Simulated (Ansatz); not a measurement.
**SnH2Cl (SMILES [Cl][SnH2]): levels of theory compared**

Wanted: a comparison of 6 runs (U-wB97M-V/STO-3G, UBHLYP/STO-3G, USVWN5/STO-3G, UBCCD(T)/STO-3G, UCCSDT(Q)/STO-3G, UCCSDT/STO-3G) of SnH2Cl. 

The results are computed with Ansatz 0.2.0.

51 further runs of the same task are left out: 15 that didn't finish, 36 set aside as unsound or not needed.

### Step 1. The system as given

SnH2Cl: 4 atoms, total charge 0, spin state doublet. As SMILES, `[Cl][SnH2]`. The Sn2–Cl1 distance was set to 4.686 Å, away from the relaxed value. At this shape a bond of the SMILES string is far longer than usual.

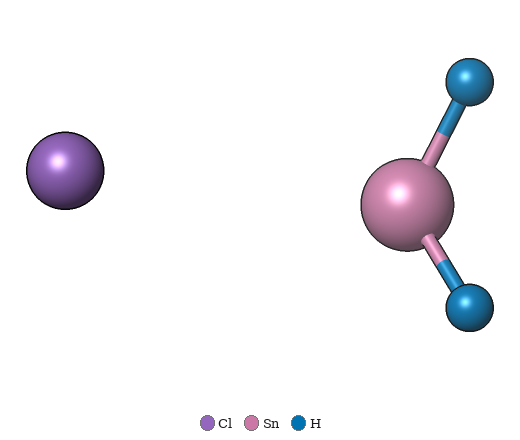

The structure, seen from a chosen angle (chlorine purple, tin pink, hydrogen blue).

### Step 2. A single-point energy at U-wB97M-V/STO-3G (run 1)

The input, in.yaml:

```yaml
crystal:
  periodic: [false, false, false]
  atoms:
    - symbol: Cl
      position_ang: [-4.145185, 0.976396, -0.772899]
    - symbol: Sn
      position_ang: [0.380000, -0.179600, -0.397100]
    - symbol: H
      position_ang: [0.412500, -1.500000, 0.709600]
    - symbol: H
      position_ang: [1.145500, 1.221000, 0.252100]
basis:
  gaussian:
    orbitals: STO-3G
magnetization:
  spin_polarized: true
  initial_magnetization: 1
hamiltonian:
  xc: {name: wB97M-V}
accuracy: high
```

The run is started by

```bash
$ ansatz run in.yaml --threads 1 --pin off --max-ram 2610MiB --events-out events.jsonl --progress --plain --runs-dir runs
```

Output (excerpt; [...] marks lines left out):

```text
Warning: RAYON_NUM_THREADS=1 ignored (pool sized by the plan → 1); use --threads N
Functional definition: wB97M-V
  name "wB97M-V"
[...]
  gx(w, u) = 1 - cx + cx01*u + cx10*w
  gss(w, u) = css00 + css04*u^4 + css10*w + css20*w^2 + css43*w^4*u^3
  gos(w, u) = cos00 + cos10*w + (cos20 + cos21*u)*w^2 + (cos60 + cos61*u)*w^6
[...]
      + integral(e_c_pw_mod_opposite_spin*gos(b97_w_opposite, b97_u_opposite)) + vv10(b, c)
631 factors; integrals over basis functions are off by at most 4.3e-8 eV
151 factors; integrals over basis functions are off by at most 1.7e-9 eV
[...]
mean field -174743.44712467 eV, -6421.7032364689 hartree, gradient 1.4e-8 eV, S^2 0.814114; 6 other end points of the search recorded, 0 dependent functions left out
reference -174743.44712743 eV, -6421.7032365704 hartree; 35, 34 occupied and 3, 4 virtual orbitals, 631 factors
Total energy: -174743.44712743 eV, -6421.7032365704 hartree
```

It took 83 s on 1 thread of Arm Neoverse V2, shared host; peak memory 0.61 GiB.

### Step 3. A single-point energy at UBHLYP/STO-3G (run 2)

The input, job.yaml:

```yaml
crystal:
  periodic: [false, false, false]
  atoms:
    - symbol: Cl
      position_ang: [-4.145185, 0.976396, -0.772899]
    - symbol: Sn
      position_ang: [0.380000, -0.179600, -0.397100]
    - symbol: H
      position_ang: [0.412500, -1.500000, 0.709600]
    - symbol: H
      position_ang: [1.145500, 1.221000, 0.252100]
basis:
  gaussian: {orbitals: STO-3G}
magnetization: {spin_polarized: true, initial_magnetization: 1}
hamiltonian: {xc: {name: BHLYP}}
accuracy: high
```

The run is started by

```bash
$ ansatz run job.yaml --threads 1 --pin off --max-ram 2610MiB --events-out events.jsonl --progress --plain --runs-dir runs
```

Output:

```text
Warning: RAYON_NUM_THREADS=1 ignored (pool sized by the plan → 1); use --threads N
Functional definition: BHLYP
  name "BHLYP"
  parameter a = 0.5
  exchange = (1 - a)*b88_x + a*exact_x
  correlation = lyp_c
631 factors; integrals over basis functions are off by at most 4.3e-8 eV
mean field evaluation 1: about -174741.9371 eV, gradient 5.3e0 eV
mean field evaluation 2: about -174697.9782 eV, gradient 1.1e1 eV
mean field evaluation 4: about -174742.3515 eV, gradient 2.0e0 eV
mean field evaluation 8: about -174744.9245 eV, gradient 4.0e-1 eV
mean field evaluation 16: about -174745.1015 eV, gradient 1.2e-1 eV
mean field evaluation 32: about -174745.1022 eV, gradient 5.2e-2 eV
mean field evaluation 64: about -174745.0584 eV, gradient 2.4e-4 eV
mean field -174745.11048718 eV, -6421.7643639137 hartree, gradient 2.8e-8 eV, S^2 0.993799; 6 other end points of the search recorded, 0 dependent functions left out
reference -174745.11050995 eV, -6421.7643647507 hartree; 35, 34 occupied and 3, 4 virtual orbitals, 631 factors
Total energy: -174745.11050995 eV, -6421.7643647507 hartree
```

Wall time 11 s (1 thread of Arm Neoverse V2, shared host); peak memory 0.2 GiB.

Runs 3 to 5 aren't shown in full; the table further down has their settings and results.

### Step 4. The energy at UCCSDT/STO-3G (run 6)

The input, job.yaml:

```yaml
crystal:
  periodic: [false, false, false]
  atoms:
    - {symbol: Cl, position_ang: [-4.145185, 0.976396, -0.772899]}
    - {symbol: Sn, position_ang: [0.380000, -0.179600, -0.397100]}
    - {symbol: H, position_ang: [0.412500, -1.500000, 0.709600]}
    - {symbol: H, position_ang: [1.145500, 1.221000, 0.252100]}
basis:
  gaussian:
    orbitals: STO-3G
magnetization:
  spin_polarized: true
  initial_magnetization: 1
correlation:
  method: ccsdt
  frozen_orbitals: {Cl: 5, H: 0, Sn: 18}
accuracy: high
scf:
  omitted_lower_state_checks: [cluster_reference, increment]
```

The run is started by

```bash
$ ansatz run job.yaml --threads 1 --pin off --max-ram 2610MiB --events-out events.jsonl --progress --plain --runs-dir runs
```

Output:

```text
Warning: RAYON_NUM_THREADS=1 ignored (pool sized by the plan → 1); use --threads N
[... 19 lines left out ...]
23 core orbitals not correlated: weight in the atoms' cores, before any rotation towards them, 1.000 or more for the frozen orbitals, at most 0.000 for the correlated occupied ones
[... 183 lines left out ...]
Total energy: -174668.85396375 eV, -6418.9619883665 hartree
Checks for a lower state left out: cluster_reference, increment
```

It took 11 s on 1 thread of Arm Neoverse V2, shared host; peak memory 0.18 GiB.

### Step 5. All runs side by side

```tsv
run	level	frozen core orbitals	energy (Eh)	⟨S²⟩	wall time
1	U-wB97M-V/STO-3G	–	-6421.703237	0.814	83 s
2	UBHLYP/STO-3G	–	-6421.764365	0.994	11 s
3	USVWN5/STO-3G	–	-6414.254750	0.784	8.7 s
4	UBCCD(T)/STO-3G	23	-6418.961925	1.304	9.3 s
5	UCCSDT(Q)/STO-3G	23	-6418.962030	1.304	11 s
6	UCCSDT/STO-3G	23	-6418.961988	1.304	11 s
```

### Step 6. Outcome

```
                                           quantity           value
                                run 6: total energy  -6418.96199 Eh
run 6: correlation energy (23 core orbitals frozen)       -41.8 mEh
           run 6: ⟨S²⟩ of the reference determinant           1.304
                               run 6: T1 diagnostic           0.071
```

In words: Totals of different functionals can't be ranked against each other. In runs 1, 2, 3, 4, 5, 6 the basis is minimal, so the values are rough. In runs 1, 2, 3, 4, 5, 6 relativity is left out where basis or elements ask for it. Spin contamination of the reference: run 4 ⟨S²⟩ = 1.30, run 5 ⟨S²⟩ = 1.30, run 6 ⟨S²⟩ = 1.30, run 2 ⟨S²⟩ = 0.99. All runs together took 2.2 min, the longest 83 s.
